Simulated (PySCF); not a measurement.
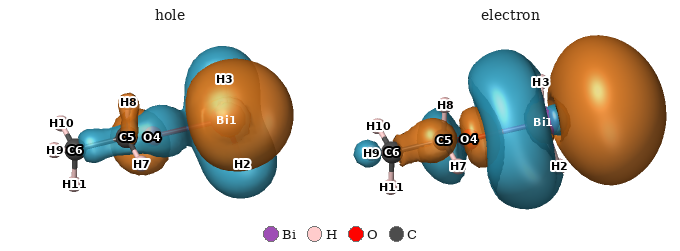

BiH2(OEt) (C₂H₇BiO). Leading natural transition orbital pair of S₂ (TDA singlet states); the surfaces enclose about 85 % of each orbital's density.

PySCF calculation, CAM-B3LYP/def2-SVPD, gas phase; geometry: GFN2-xTB. Core potentials replace the inner electrons of Bi; spin–orbit coupling isn't included. No frequency check shows the geometry to be a minimum. GFN2-xTB bond lengths at metals and heavier atoms can be off by up to 0.1 Å and shapes distorted, which carries into these values.

The calculation's input:

```python
import numpy as np
from pyscf import gto, scf, dft, tdscf
from pyscf.scf import atom_ks, atom_hf
from scipy.linalg import block_diag

def solve(mol, dm0=None, hcore=None):
    mf = (dft.UKS if mol.spin else dft.RKS)(mol, xc='camb3lyp')
    mf.grids.level = 3
    mf = mf.density_fit(auxbasis='def2-universal-jkfit')
    mf.conv_tol, mf.max_cycle = 1e-8, 80
    if hcore is not None:
        mf.get_hcore = lambda *args: hcore
    mf.kernel(dm0)
    if not mf.converged:
        mf = mf.newton().run(mf.mo_coeff, mf.mo_occ, max_cycle=30)
    assert mf.converged, 'SCF not converged'
    return mf

mol = gto.M(atom='''
Bi    -0.72743     0.03963    -0.00122
H     -1.14738    -1.22519    -1.16514
H     -1.12806    -1.10929     1.28256
O      1.33649    -0.55518    -0.00366
C      2.27184     0.47990    -0.00234
C      3.66882    -0.13114     0.00342
H      2.15780     1.12271    -0.89398
H      2.15261     1.12567     0.88616
H      4.42080     0.65339     0.00715
H      3.78854    -0.75406     0.88486
H      3.79616    -0.75356    -0.87736
''', basis='def2-svpd', ecp={'Bi': 'def2-svpd'}, charge=0, spin=0, verbose=4)
mf = solve(mol)
td = mf.TDA()
td.nstates, td.singlet, td.conv_tol = 4, True, 1e-5
td.kernel()
td.analyze()
x, y = np.array([p[0] for p in td.xy]), np.array([p[1] + 0 * p[0] for p in td.xy])
f, mu = td.oscillator_strength(), td.transition_dipole()
nto = [td.get_nto(state=i + 1, verbose=4) for i in range(len(td.e))]
# spherically averaged free atoms, for the promolecule
atom_ks.AtomSphAverageRKS.init_guess_by_vsap = lambda self, mol=None: self.init_guess_by_minao(mol)  # core potentials
atm = atom_ks.get_atm_nrks(mol, xc='camb3lyp')
pro = block_diag(*[(atm[a[0]][2] * atm[a[0]][3]) @ atm[a[0]][2].T for a in mol._atom])
np.savez('result.npz', e=td.e, f=f, ok=td.converged, w=[n[0] for n in nto], nto=[n[1] for n in nto], x=x, y=y, c=mf.mo_coeff, occ=mf.mo_occ, eps=mf.mo_energy, pro=pro, mu=mu)
```

Launched as:

```sh
OMP_NUM_THREADS=1 python input.py
```

The run took 9.2 min on 1 thread of Arm Neoverse V2, on a shared host, peak memory 0.79 GiB.

### Where does the state lie, and where do hole and electron sit?

5.20 eV (239 nm), f = 0.125 (bright); the leading pair carries 96 %; hole on Bi1 (51 %), O4 (21 %) and H2 (11 %), electron on Bi1 (68 %) and O4 (16 %); their centroids lie 0.5 Å apart. In canonical orbitals it is mainly HOMO−1 → LUMO (82 %). The HOMO–LUMO gap is 8.04 eV.
